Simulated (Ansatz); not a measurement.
Si: pressure series

Take Si in the diamond structure (space group Fd-3m, No. 227) as the base.

```cif
data_Si2
_chemical_formula_sum 'Si2'
_space_group_name_H-M_alt 'P 1'
_space_group_IT_number 1
_cell_length_a 3.86809
_cell_length_b 3.86809
_cell_length_c 3.86809
_cell_angle_alpha 60.000
_cell_angle_beta 60.000
_cell_angle_gamma 60.000
loop_
_space_group_symop_operation_xyz
  'x, y, z'
loop_
_atom_site_label
_atom_site_type_symbol
_atom_site_fract_x
_atom_site_fract_y
_atom_site_fract_z
_atom_site_occupancy
Si1 Si 0.50000 0.50000 0.50000 1
Si2 Si 0.75000 0.75000 0.75000 1
```

Cell and atoms are relaxed at each pressure.

Computed with DFT with PBE, PAW potentials and a 420 eV plane-wave cutoff in Ansatz (a quantum-chemistry and plane-wave program), scalar-relativistic without spin-orbit coupling.

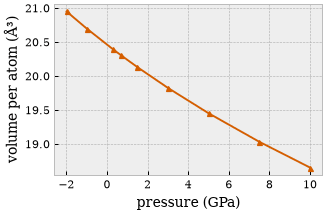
Figure. Volume against pressure

**Question.** Estimate the zero-pressure bulk modulus from the plot.

**Answer.** About 89 GPa; a third-order Birch–Murnaghan fit to the points gives V₀ = 20.46 Å³/atom, B₀ = 89 GPa and B₀′ = 4.2.

Measured bulk modulus of Si: 100.8 GPa (static lattice; corrected from measurement; as listed in Jianwei Sun et al., Physical Review B (2011)); the computed value is 12 % below it.

Between the base and pressure 10 GPa the gap moves from 0.61 eV to 0.43 eV, a mean slope of -18 meV/GPa.

Load acts through the strain it causes; cell and atoms are relaxed under it. Whether these cells are dynamically stable was not tested. Tetrahedral semiconductors of this kind turn to denser phases somewhere between about 1 and 50 GPa; those were not computed, so compressed cells here can lie past the real transition.
